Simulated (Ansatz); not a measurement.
GaH4NO2···HF

The calculation's input:

```
crystal:
  periodic: [false, false, false]
  atoms:
    - { symbol: Ga, position_ang: [0.0, 0.0, 0.0] }
    - { symbol: O, position_ang: [0.0, 0.0, 2.14] }
    - { symbol: H, position_ang: [-0.9095, -0.2814, 2.4771] }
    - { symbol: "N", position_ang: [1.6714, 0.0, -0.965] }
    - { symbol: H, position_ang: [2.138, -0.9179, -1.2168] }
    - { symbol: H, position_ang: [2.1227, 0.9179, -1.2432] }
    - { symbol: O, position_ang: [-1.5501, 0.0, -0.895] }
    - { symbol: H, position_ang: [-2.0598, -0.8467, -0.6865] }
    - { symbol: F, position_ang: [0.0896, 1.8959, 0.6306] }
    - { symbol: H, position_ang: [0.0595, 1.2585, 1.7126] }
basis:
  gaussian: { orbitals: def2-SVP }
hamiltonian:
  xc: pbe
relax:
  f_tol: 0.15
  max_steps: 25
  restrain:
    - { distance: [0, 8], at: 2.9, k: 30.0 }
    - { distance: [9, 1], at: 2.21, k: 30.0 }
    - { distance: [0, 1], at: 1.79, k: 30.0 }
    - { distance: [9, 8], at: 0.92, k: 30.0 }
output:
  orbitals: {}
```

Run with:

```sh
ansatz run input.yaml --threads 2 --pin off --max-ram 3072MiB --backend cpu --events-out ev --progress --plain --runs-dir out
```

The fields are those of the run's last geometry, not of the input's.

Not at a stationary point (largest force 0.7 eV/Å).

These are results of Ansatz 0.2.0, RKS PBE/def2-SVP, not measurements.

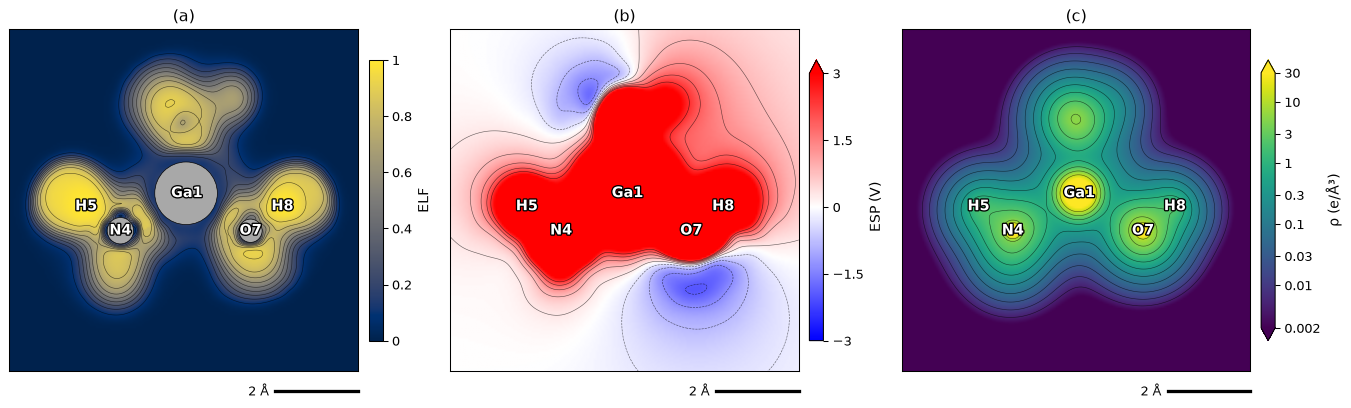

Figure 1. (a) ELF; (b) electrostatic potential; (c) total electron density on the plane of atoms N4, Ga1 and O7. Grey discs cover the atomic cores in the ELF map.

**What do the fields say about this system?**

The plane passes through Ga, N, H and O nuclei. Ga–O (1.80 Å): ρ is about 0.84 e/Å³ halfway; the ELF peaks at about 0.85 in the valence shell of O, 0.6 Å from its nucleus, and is about 0.25 at the midpoint. Ga–N (1.83 Å): ρ is about 0.91 e/Å³ halfway; the ELF peaks at about 0.85 in the valence shell of N, 0.6 Å from its nucleus, and is about 0.40 at the midpoint. O–H (0.97 Å): ρ is about 3.5 e/Å³ halfway; the ELF climbs to about 1 towards the hydrogen, as it does in any bond to H: an ordinary covalent bond to hydrogen. N–H (1.03 Å): the density is about 2.7 e/Å³ at the midpoint; the ELF climbs to about 1 towards the hydrogen (an ordinary covalent bond to hydrogen). The ELF also peaks beside O7 and O2, away from the bonds: lone-pair regions. Outside the dense part of the complex the potential is most negative (−2.0 V) near O7.

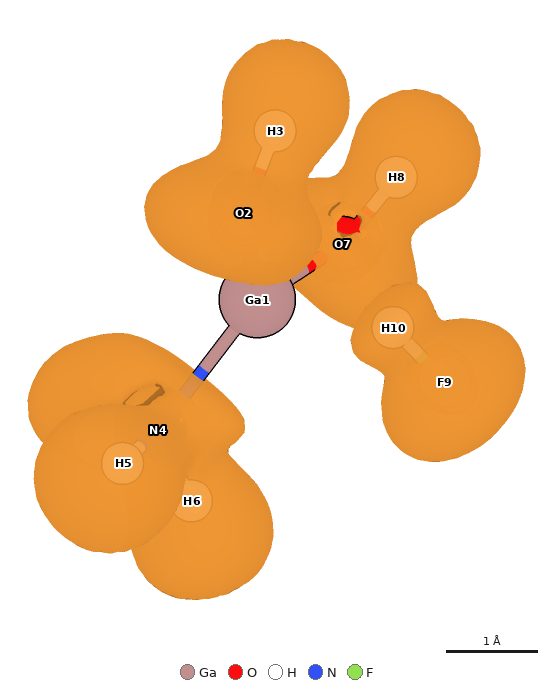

Figure 2. Isosurface of the electron localisation function at 0.75 (orange), seen at an oblique angle. Only the valence region is drawn (cores and ρ < 0.01 e/Å³ removed).

**Identify the bonds, lone pairs and shells in this picture.**

The ELF exceeds this value in one joined region spread over several atoms (F, H), in which their bonds and any lone pairs are merged, one joined region spread over several atoms (H, N), in which their bonds and any lone pairs are merged and two joined regions spread over several atoms (H, O), in which their bonds and any lone pairs are merged. Profiles from the grid: Ga1···F9 (2.89 Å): the ELF dips to about 0.05 between them.

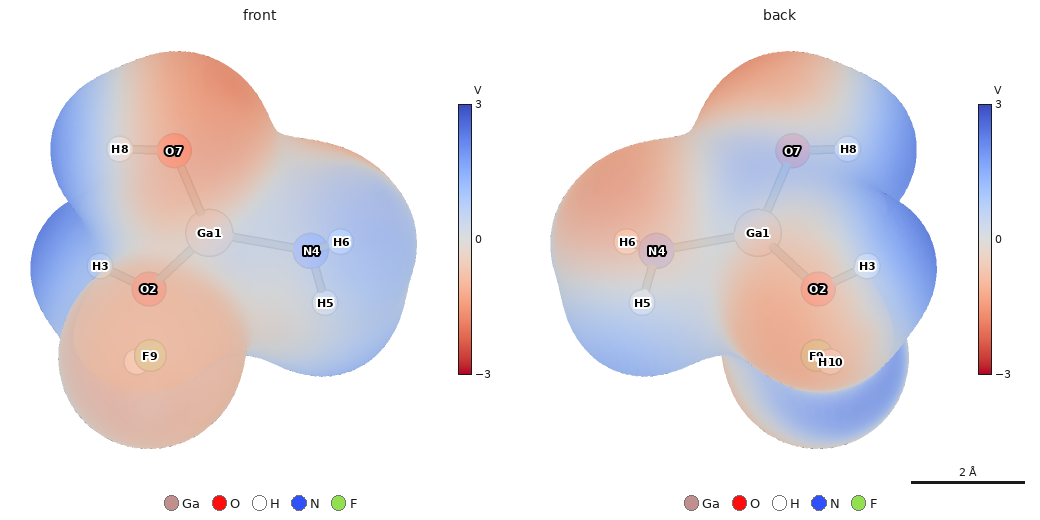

Figure 3. The electrostatic potential painted on the density surface at 0.001 e/bohr³, seen from the front and from behind; red is negative and blue positive.

**Which sites attract a positive test charge, and which a negative one?**

A positive charge is drawn to the negative regions and a negative charge to the positive ones. The most negative region (about −1.5 V, or −35 kcal/mol for a unit charge) lies over O7, the most positive (about +2.0 V, or +46 kcal/mol for a unit charge) over H3. O7 is the likeliest acceptor of a hydrogen bond.

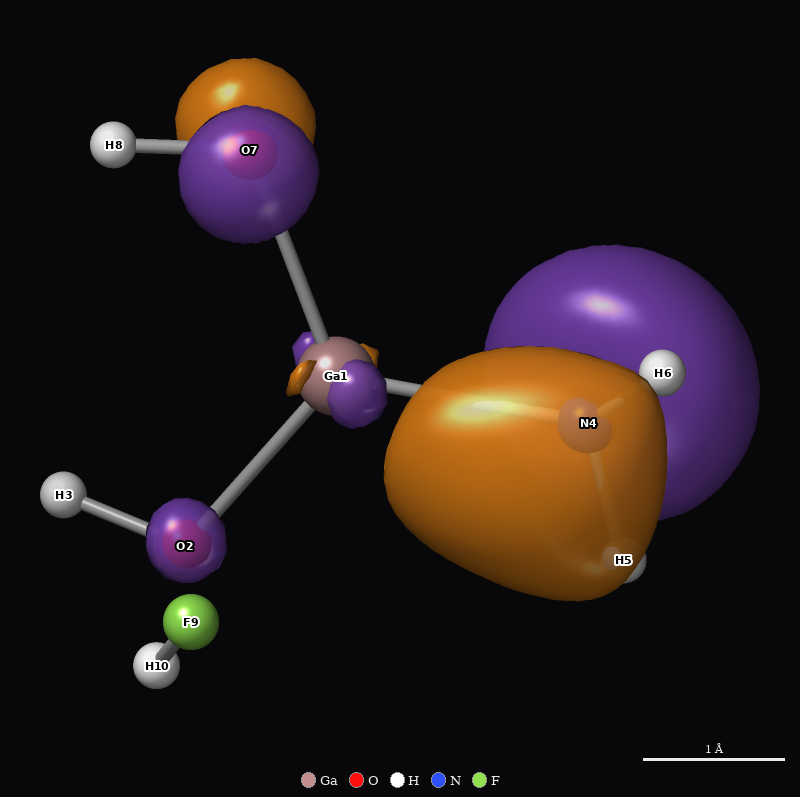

Figure 4. The HOMO at ±0.15 Å⁻³ᐟ² (orange and purple are the two phases), seen across its widest extent.

**Where does this orbital lie, and at what energy?**

By Hirshfeld shares it lies mainly on N4 (about 70 %), Ga1 (about 10 %) and O7 (about 5 %); largely a lone pair of N4. Its energy is −5.82 eV.
